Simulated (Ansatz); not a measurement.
**GeNH2 (doublet): the correlation ladder at a displaced geometry (v2), cc-pVDZ**

Aim: climb from Hartree-Fock through coupled cluster and multireference methods for GeNH2 (doublet) at one geometry and basis, and see what each rung misses.

Computed with Ansatz 0.2.0, Gaussian basis. Level: cc-pVDZ, core rule «outside noble gas», up to 15 orbitals frozen.

The runs, in order: UHF; CCSD(T) on ROHF; CCSD(T) on UHF; BCCD(T) on ROHF; CISD; CCSDT(Q) on ROHF; CCSDT(Q) on UHF; CASSCF and MRCISD+Q, 11 electrons in 10 orbitals; CASSCF and NEVPT2, 11 electrons in 10 orbitals.

15 further runs of the same task are left out: 6 that didn't finish, 9 set aside as unsound or not needed.

## Step 1: The geometry

The geometry is a PBE0/def2-TZVP stationary point (not a proven minimum) with its atoms shifted at random (size 0.100 Å). No spin-orbit coupling is included. The filled d shell of Ge may be among the frozen orbitals whatever the setting's name suggests; the logs give the count.

4 atoms, charge 0, spin multiplicity 2.

Atoms are counted from 1 here; the program's logs count them from 0.

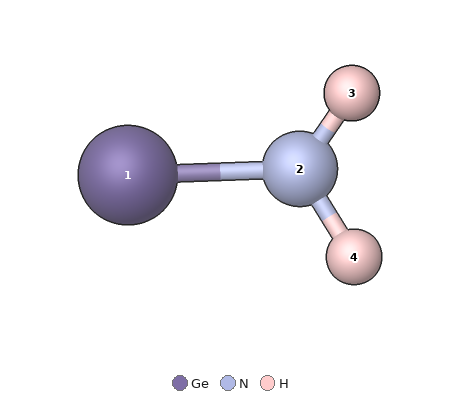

The structure; germanium purple, nitrogen light blue, hydrogen pink; atoms are numbered from 1 in the order of the file.

## Step 2: UHF

in.yaml

```yaml
crystal:
  periodic: [false, false, false]
  atoms:
    - {symbol: Ge, position_ang: [0.027108, -0.000148, 0.338987]}
    - {symbol: N, position_ang: [-0.137766, 0.008226, -1.465824]}
    - {symbol: H, position_ang: [-0.061146, 0.811905, -2.039307]}
    - {symbol: H, position_ang: [0.021963, -0.915570, -2.021093]}
basis:
  gaussian: {orbitals: cc-pVDZ}
magnetization: {spin_polarized: true, initial_magnetization: 1}
hamiltonian: {xc: hf}
output: {orbitals: {seedname: orbitals}}
```

Started as:

```bash
$ ansatz run in.yaml --threads 1 --pin off --events-out ev --progress --plain --max-ram 2393MiB
```

Further steps of the session: CCSD(T) on ROHF; CCSD(T) on UHF; BCCD(T) on ROHF; CISD; CCSDT(Q) on ROHF; CCSDT(Q) on UHF; CASSCF and MRCISD+Q, 11 electrons in 10 orbitals; CASSCF and NEVPT2, 11 electrons in 10 orbitals.

Q: Predict the results of all the runs planned. Wanted: UCCSDT(Q) below the RHF energy; RMP2 from UCCSDT(Q); UMP2 from UCCSDT(Q); RCCSD from UCCSDT(Q); RCCSD(T) from UCCSDT(Q); UCCSD(T) from UCCSDT(Q); RCCSDT(Q) from UCCSDT(Q); NEVPT2 valence from UCCSDT(Q); MRCISD+Q valence from UCCSDT(Q).

The runs gave:

| quantity | value |
| --- | --- |
| UCCSDT(Q) below the RHF energy | -7.4480 eV |
| RMP2 from UCCSDT(Q) | +875.1 meV |
| UMP2 from UCCSDT(Q) | +879.0 meV |
| RCCSD from UCCSDT(Q) | +261.7 meV |
| RCCSD(T) from UCCSDT(Q) | +44.0 meV |
| UCCSD(T) from UCCSDT(Q) | +41.1 meV |
| RCCSDT(Q) from UCCSDT(Q) | +5.2 meV |
| NEVPT2 valence from UCCSDT(Q) | +1164.7 meV |
| MRCISD+Q valence from UCCSDT(Q) | +57.8 meV |
| levels within 1 kcal/mol (43 meV) | UCCSD(T), BCCD(T), RCCSDT, UCCSDT, RCCSDT(Q) |
| T1 diagnostic | 0.024 |
| effectively unpaired electrons | 1.02 |

What this shows: RCCSD(T) lands +44.0 meV from the yardstick (0.6 % of the correlation energy). One determinant dominates. Of the multireference levels listed MRCISD+Q valence comes nearest in total energy (+57.8 meV), which doesn't show that its space is the better one. These misses are within one basis, not against nature; the frozen cores of restricted and unrestricted runs differ, which can shift their rows.
